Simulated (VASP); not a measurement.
Band structure of InCl (space group Cmc2_1). Computed with PBEsol GGA, VASP's PBE PAW potentials (set 64) (plane waves; VASP 6.6.1).

The path is coarsely sampled, so an indirect gap can come out somewhat too large. Unless said otherwise, spin-orbit coupling is left out, though it shifts the bands of the heavy elements here.

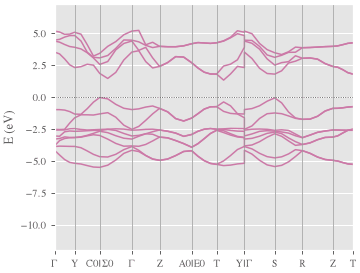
Bands along high-symmetry lines, zero at the valence-band maximum or, without a gap, the Fermi level

**Question.** Read the plot: is there a gap, and where are the band edges?

**Answer.** The gap is indirect, 1.35 eV, from the valence maximum at (0.33, 0.17, 0.00) to the conduction minimum at T-Y at 0.25.

The structure comes from a computed database's InCl entry (Cmc2_1); how it stands against other phases isn't given here. The cell was not relaxed at this level.
